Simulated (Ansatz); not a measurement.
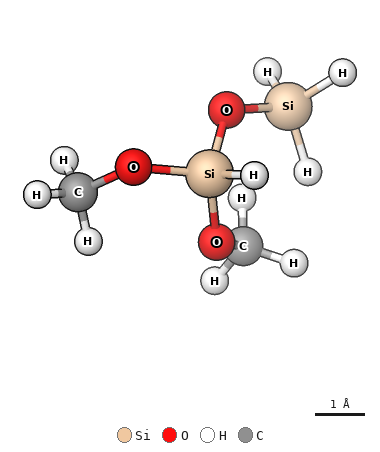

This is the input geometry for a relaxation of C2H10O3Si2. The picture is a ball-and-stick view, seen at a tilt.

The run prepares the start of a later molecular dynamics calculation, from a guessed geometry.

All numbers below come from Ansatz, RKS PBE/6-31G*.

The input:
```yaml
crystal:
  periodic: [false, false, false]
  atoms:
    - { symbol: Si, position_ang: [0.0, 0.0, 0.0] }
    - { symbol: O, position_ang: [0.0, 0.0, 1.68] }
    - { symbol: Si, position_ang: [-1.3147, -0.4067, 2.6436] }
    - { symbol: H, position_ang: [-2.239, -1.2403, 1.8804] }
    - { symbol: H, position_ang: [-0.8506, -1.1432, 3.8157] }
    - { symbol: H, position_ang: [-1.9987, 0.8095, 3.0733] }
    - { symbol: O, position_ang: [1.5842, 0.0, -0.5594] }
    - { symbol: C, position_ang: [2.3503, -1.1632, -0.836] }
    - { symbol: H, position_ang: [1.7187, -1.9052, -1.3675] }
    - { symbol: H, position_ang: [3.2179, -0.8926, -1.4733] }
    - { symbol: H, position_ang: [2.7141, -1.6023, 0.1163] }
    - { symbol: H, position_ang: [-0.6877, 1.1914, -0.4862] }
    - { symbol: O, position_ang: [-0.7913, -1.3709, -0.5594] }
    - { symbol: C, position_ang: [-1.5365, -2.2685, 0.2501] }
    - { symbol: H, position_ang: [-1.2251, -2.1576, 1.3097] }
    - { symbol: H, position_ang: [-2.6187, -2.04, 0.1571] }
    - { symbol: H, position_ang: [-1.349, -3.3106, -0.083] }
basis:
  gaussian: { orbitals: "6-31G*" }
hamiltonian:
  xc: pbe
relax:
  f_tol: 0.02
  max_steps: 40
```

Command:
```bash
ansatz run input.yaml --threads 4 --pin off --max-ram 5120MiB --backend cpu --events-out ev --progress --plain --runs-dir out
```

**Where does the relaxation end?**

Over 37 accepted moves (39 points after the start) the energy falls by 110.6 kJ/mol. Largest force component: 1.1 eV/Å at the start, 0.017 eV/Å at the end. The line search rejected the trial steps at points 18, 21 of the run. The forces were under the threshold at step 32, but the run went on from there. H4 moves most after the best rigid fit: 2.33 Å. By element the largest moves are H 2.33 Å, O 1.18 Å, C 1.12 Å, Si 0.93 Å. Among the contacts that change: Si3–H4 1.460 → 1.498 Å, Si1–H12 1.459 → 1.489 Å, Si1–O7 1.680 → 1.654 Å, Si1–O13 1.679 → 1.660 Å. Among the angles between lasting bonds that change: Si1–O2–Si3 125.0° → 135.4°, O7–Si1–H12 109.5° → 105.2°, H12–Si1–O13 109.5° → 113.5°. Groups turn about Si1–O2 by about 160°, O2–Si3 by about 145°, Si1–O13 by about 30°.

The structure at the end:

```xyz
17

Si   -0.4931   -0.4176   -0.0991
O    -0.9316   -0.6902    1.4867
Si   -0.5284   -0.0221    2.9658
H    -1.5204   -0.5142    3.9747
H     0.8493   -0.4479    3.3888
H    -0.5705    1.4792    2.9233
O     1.0994   -0.0050   -0.2750
C     2.1747   -0.9401   -0.1333
H     1.9591   -1.8859   -0.6606
H     3.0762   -0.4821   -0.5716
H     2.3730   -1.1587    0.9326
H    -1.2585    0.7440   -0.6304
O    -0.7581   -1.8247   -0.9385
C    -1.8995   -2.6592   -0.7327
H    -2.0564   -2.8765    0.3391
H    -2.8165   -2.1925   -1.1401
H    -1.7248   -3.6067   -1.2683
```

After the run, drawn alike:

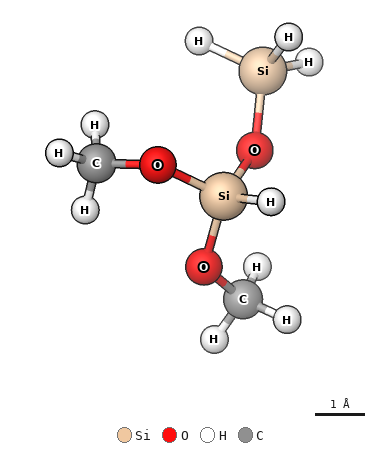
